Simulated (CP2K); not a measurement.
# PM3 run of CH2AlFO (SMILES [F][Al]1[CH2][O]1)

Aim: the vertical ionisation energy of CH2AlFO at PM3, from 2 runs. 

The calculation is run with CP2K 2026.2.

1 further run of the same task is left out (it didn't finish).

### Step 1. The system as given

CH2AlFO: 6 atoms, total charge 0, spin state singlet. SMILES: `[F][Al]1[CH2][O]1`. The shape comes from GFN2-xTB, which is rough for such elements, and wasn't checked as a minimum.

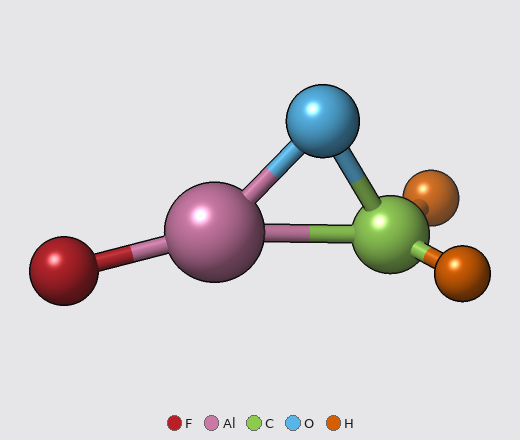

Viewed from a chosen angle; fluorine red, aluminium pink, carbon green, oxygen blue, hydrogen orange.

### Step 2. A single-point energy at PM3

Contents of molecule.pdb:

```
HETATM    1 F    MOL A   1      -0.387  -2.588   0.665  1.00  0.00           F
HETATM    2 Al   MOL A   1      -0.238  -1.022   0.196  1.00  0.00          AL
HETATM    3 C    MOL A   1       0.368   0.762   0.006  1.00  0.00           C
HETATM    4 O    MOL A   1      -0.883   0.183  -0.765  1.00  0.00           O
HETATM    5 H    MOL A   1       1.102   1.077  -0.727  1.00  0.00           H
HETATM    6 H    MOL A   1       0.038   1.587   0.624  1.00  0.00           H
END
```

Contents of qs.inp:

```
&GLOBAL
 PROJECT_NAME qs
 RUN_TYPE ENERGY
 PRINT_LEVEL MEDIUM
&END

&FORCE_EVAL
 METHOD QS
 &DFT
  &QS
   METHOD PM3
   EPS_DEFAULT 1.0E-10
   &SE
    &COULOMB
     CUTOFF [angstrom] 50
     RC_RANGE [angstrom] 0
    &END
    &EXCHANGE
     CUTOFF [angstrom] 50
     RC_RANGE [angstrom] 0
    &END
   &END
  &END
  &POISSON
   PERIODIC NONE
   POISSON_SOLVER ANALYTIC
  &END
  &SCF
   SCF_GUESS ATOMIC
   EPS_SCF 1.0E-07
   MAX_SCF 150
   ADDED_MOS 8
   &DIAGONALIZATION
    ALGORITHM STANDARD
   &END
   &MIXING
    METHOD DIRECT_P_MIXING
    ALPHA 0.4
   &END
  &END
  &PRINT
   &MOMENTS
    PERIODIC F
    REFERENCE COM
    MAX_MOMENT 1
   &END
   &MO ON
    ENERGIES T
    OCCUPATION_NUMBERS T
    NDIGITS 6
    &EACH
     QS_SCF 0
    &END
    ADD_LAST NUMERIC
   &END
   &HIRSHFELD OFF
   &END
  &END
 &END
 &SUBSYS
  &CELL
   ABC 10 12.2 9.4
   PERIODIC NONE
  &END
  &TOPOLOGY
   COORD_FILE_NAME molecule.pdb
   COORD_FILE_FORMAT PDB
   CONN_FILE_FORMAT OFF
   &CENTER_COORDINATES
   &END
  &END
 &END
&END
```

Started as:

```console
$ OMP_NUM_THREADS=1 cp2k.psmp -i qs.inp -o qs.out
```

The program printed:

```text
CP2K| version string:                                       CP2K version 2026.2
[...]
 GLOBAL| Method name                                                        CP2K
[...]
 GLOBAL| Run type                                                         ENERGY
[...]
 *** WARNING in qs_environment.F:2210 :: More added MOs requested than     ***
 *** available. The full set of unoccupied MOs will be used. Use           ***
 *** 'ADDED_MOS -1' to always use all available MOs and to get rid of this ***
[...]
                             - Atoms:                                          6
[...]
                             - Spherical basis functions:                     18
[...]
 Number of electrons:                                                         22
[...]
     1 P_Mix/Diag. 0.40E+00    0.0     0.69617434       -30.4161158075 -3.04E+01
[...]
    26 DIIS/Diag.  0.58E-07    0.0     0.00000005       -34.3385627578 -7.11E-15
  *** SCF run converged in    26 steps ***
  Core-core repulsion energy [eV]:                           1010.12945308646079
  Core Hamiltonian energy [eV]:                             -1569.17121368031894
  Two-electron integral energy [eV]:                         -750.71610338088351
  Electronic energy [eV]:                                   -1944.52926537076041
  Total energy [eV]:                                         -934.39981228429986
  Atomic reference energy [eV]:                               929.87878416331284
  Heat of formation [kcal/mol]:                              -104.25739349367504
[...]
 SE_DIPOLE| Moment [Debye]         -1.11655164      -0.39025085      -0.73513316
 SE_DIPOLE| Derivative [a.u.]       0.00000000       0.00000000       0.00000000
 ENERGY| Total FORCE_EVAL ( QS ) energy [hartree]            -34.338562757776323
[...]
```

Wall time 0.22 s (1 thread of Arm Neoverse V2, shared host).

### Step 3. The doublet cation at the same level

molecule.pdb is that of step 2.

Contents of job.inp:

```
&GLOBAL
  PROJECT_NAME job
  RUN_TYPE ENERGY
  PRINT_LEVEL MEDIUM
&END GLOBAL
&FORCE_EVAL
  METHOD QS
  &DFT
    CHARGE 1
    MULTIPLICITY 2
    UNRESTRICTED_KOHN_SHAM T
    # Quickstep
    &QS
      METHOD PM3
      EPS_DEFAULT 1.0E-10
      &SE
        &COULOMB
          CUTOFF [angstrom] 50
          RC_RANGE [angstrom] 0
        &END COULOMB
        &EXCHANGE
          CUTOFF [angstrom] 50
          RC_RANGE [angstrom] 0
        &END EXCHANGE
      &END SE
    &END QS
    # cluster boundary conditions
    &POISSON
      PERIODIC NONE
      POISSON_SOLVER ANALYTIC
    &END POISSON
    # self-consistent field
    &SCF
      SCF_GUESS ATOMIC
      EPS_SCF 1.0E-07
      MAX_SCF 150
      ADDED_MOS 8
      &DIAGONALIZATION
        ALGORITHM STANDARD
      &END DIAGONALIZATION
      &MIXING
        METHOD DIRECT_P_MIXING
        ALPHA 0.4
      &END MIXING
    &END SCF
    # extra output
    &PRINT
      &MOMENTS
        PERIODIC F
        REFERENCE COM
        MAX_MOMENT 1
      &END MOMENTS
      &MO ON
        ENERGIES T
        OCCUPATION_NUMBERS T
        NDIGITS 6
        &EACH
          QS_SCF 0
        &END EACH
        ADD_LAST NUMERIC
      &END MO
      &HIRSHFELD OFF
      &END HIRSHFELD
    &END PRINT
  &END DFT
  # structure
  &SUBSYS
    &CELL
      ABC [angstrom] 10 12.2 9.4
      PERIODIC NONE
    &END CELL
    &TOPOLOGY
      COORD_FILE_NAME molecule.pdb
      COORD_FILE_FORMAT PDB
      CONN_FILE_FORMAT OFF
      &CENTER_COORDINATES
      &END CENTER_COORDINATES
    &END TOPOLOGY
  &END SUBSYS
&END FORCE_EVAL
```

Started as:

```console
$ OMP_NUM_THREADS=1 cp2k.psmp job.inp > job.out
```

The program printed:

```text
CP2K| version string:                                       CP2K version 2026.2
[...]
 GLOBAL| Method name                                                        CP2K
[...]
 GLOBAL| Run type                                                         ENERGY
[...]
 *** WARNING in qs_environment.F:2210 :: More added MOs requested than     ***
 *** available. The full set of unoccupied MOs will be used. Use           ***
 *** 'ADDED_MOS -1' to always use all available MOs and to get rid of this ***
[...]
                             - Atoms:                                          6
[...]
                             - Spherical basis functions:                     18
[...]
 Number of electrons:                                                         11
[...]
     1 P_Mix/Diag. 0.40E+00    0.0     0.35252188       -29.9185098221 -2.99E+01
[...]
    28 DIIS/Diag.  0.86E-07    0.0     0.00000008       -33.9984060444 -1.85E-13
  *** SCF run converged in    28 steps ***
  Core-core repulsion energy [eV]:                           1010.12945308646079
  Core Hamiltonian energy [eV]:                             -1533.06180982579099
  Two-electron integral energy [eV]:                         -804.42264129368516
  Electronic energy [eV]:                                   -1935.27313047263351
  Total energy [eV]:                                         -925.14367738617261
  Atomic reference energy [eV]:                               929.87878416331284
  Heat of formation [kcal/mol]:                               109.19416497482621
[...]
 SE_DIPOLE| Moment [Debye]         -2.50034062      -2.20915383      -1.14371540
 SE_DIPOLE| Derivative [a.u.]       0.00000000       0.00000000       0.00000000
 ENERGY| Total FORCE_EVAL ( QS ) energy [hartree]            -33.998406044434560
[...]
```

It took 0.24 s on 1 thread of Arm Neoverse V2, shared host.

### Step 4. Summary of results

Level: PM3.

```
                                          quantity            value
                     singlet CH2AlFO: total energy     -34.33856 Eh
                    singlet CH2AlFO: dipole moment           1.39 D
                      singlet CH2AlFO: HOMO energy         -9.72 eV
                      singlet CH2AlFO: LUMO energy         -2.10 eV
                    singlet CH2AlFO: HOMO–LUMO gap          7.63 eV
                singlet CH2AlFO: heat of formation  -104.3 kcal/mol
                      doublet cation: total energy     -33.99841 Eh
doublet cation: HOMO energy (highest over α and β)        -17.04 eV
 doublet cation: LUMO energy (lowest over α and β)         -8.99 eV
                 doublet cation: heat of formation   109.2 kcal/mol
vertical ionisation energy (to the doublet cation)         9.256 eV
```

Removing an electron at fixed nuclei costs 9.26 eV (893 kJ/mol).
